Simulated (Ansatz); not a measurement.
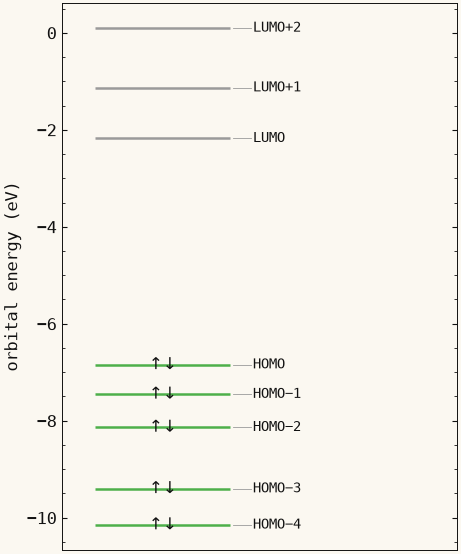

CH₄BBrSi, SMILES Br[C@@H]1B[SiH2]1. Kohn-Sham orbital energies near the frontier, B3LYP/def2-TZVPP, the Ansatz code 0.2.0, at a PBE0-D4/def2-TZVP geometry (a minimum by its frequencies), isolated molecule; empty levels in grey, levels within 0.03 eV side by side.

Where do the frontier orbitals lie?

Answer. HOMO at −6.85 eV, LUMO at −2.18 eV, 4.67 eV apart.

How far below the HOMO does the next level lie?

Answer. 0.61 eV.

List the levels.

Answer.
```csv
orbital,energy (eV)
LUMO+2,0.10
LUMO+1,−1.13
LUMO,−2.18
HOMO,−6.85
HOMO−1,−7.45
HOMO−2,−8.14
HOMO−3,−9.40
HOMO−4,−10.15
```

Caveats: no scalar relativity up to krypton; spin-orbit coupling is left out, and with Br it can shift these levels and split any degenerate set; empty levels above zero depend strongly on the basis.
